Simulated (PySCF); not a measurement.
# C₅H₁₅NSi₂: what the fields show

```yaml
atoms:
  - { symbol: C, position_ang: [-3.3867, -0.4446, -0.4867] }
  - { symbol: C, position_ang: [-2.0171, -0.6066, 0.1559] }
  - { symbol: C, position_ang: [-0.9594, 0.3409, -0.4105] }
  - { symbol: Si, position_ang: [0.7288, 0.1727, 0.4024] }
  - { symbol: C, position_ang: [1.5594, -1.4993, 0.0791] }
  - { symbol: C, position_ang: [3.0868, -1.2928, 0.0353] }
  - { symbol: Si, position_ang: [3.4290, 0.3948, -0.7521] }
  - { symbol: N, position_ang: [1.9462, 1.2026, -0.3162] }
  - { symbol: H, position_ang: [-3.7724, 0.5779, -0.3452] }
  - { symbol: H, position_ang: [-3.3412, -0.6308, -1.5717] }
  - { symbol: H, position_ang: [-4.1232, -1.1421, -0.0580] }
  - { symbol: H, position_ang: [-2.1041, -0.4515, 1.2460] }
  - { symbol: H, position_ang: [-1.6791, -1.6511, 0.0340] }
  - { symbol: H, position_ang: [-0.8331, 0.1774, -1.4957] }
  - { symbol: H, position_ang: [-1.2962, 1.3885, -0.3017] }
  - { symbol: H, position_ang: [0.5536, 0.4340, 1.8733] }
  - { symbol: H, position_ang: [1.2686, -2.2674, 0.8143] }
  - { symbol: H, position_ang: [1.1948, -1.8548, -0.9010] }
  - { symbol: H, position_ang: [3.6061, -2.1170, -0.4802] }
  - { symbol: H, position_ang: [3.4958, -1.2598, 1.0599] }
  - { symbol: H, position_ang: [4.6439, 1.0663, -0.1875] }
  - { symbol: H, position_ang: [3.6381, 0.3076, -2.2362] }
  - { symbol: H, position_ang: [1.8233, 2.2037, -0.4163] }
```

Geometry: PBE0-D3(BJ)/def2-SVP.

Method: CAM-B3LYP/def2-SVPD, SCF density, gas phase (PySCF).

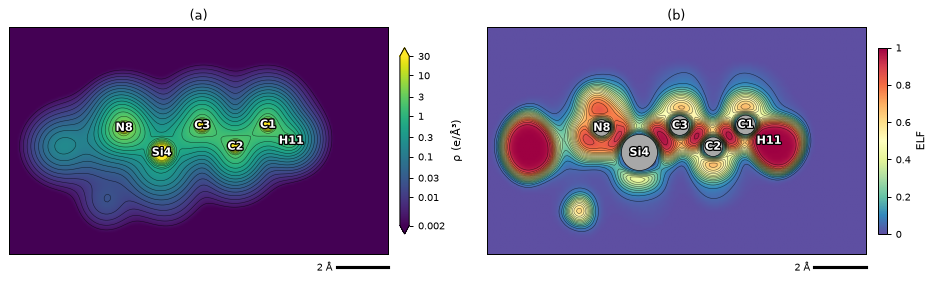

Figure 1. (a) total electron density; (b) electron localisation function on the plane of atoms C1, C2 and C3. Grey discs cover the atomic cores in the ELF map.

Q: What does the map show?

A: Atoms in the plane: C, Si, N and H.
C–C (1.52 Å): the density is about 1.7 e/Å³ at the midpoint; the ELF peaks at about 0.95 between the atoms; a covalent bond.
Si–N (1.75 Å): the density is about 1 e/Å³ at the midpoint; the ELF peaks at about 0.90 between the atoms; a polar covalent bond.
C–Si (1.88 Å): the density is about 0.98 e/Å³ at the midpoint; the ELF peaks at about 1 between the atoms; a shared electron pair.
C–H (1.10 Å): ρ is about 1.9 e/Å³ halfway; the ELF climbs to about 1 towards the hydrogen, as it does in any bond to H (an ordinary covalent bond to hydrogen).

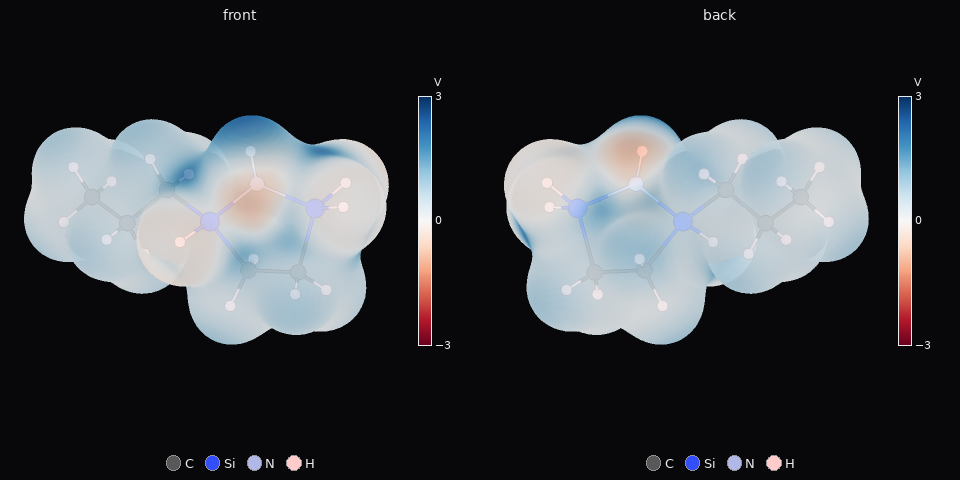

Figure 2. The molecular electrostatic potential painted on the density surface at 0.004 e/bohr³, seen from the front and from behind; red is negative and blue positive.

Q: Describe the electrostatic potential map.

A: The most negative region (about −0.8 V, or −18 kcal/mol for a unit charge) lies over N8, the most positive (about +2.1 V, or +48 kcal/mol for a unit charge) over H23.
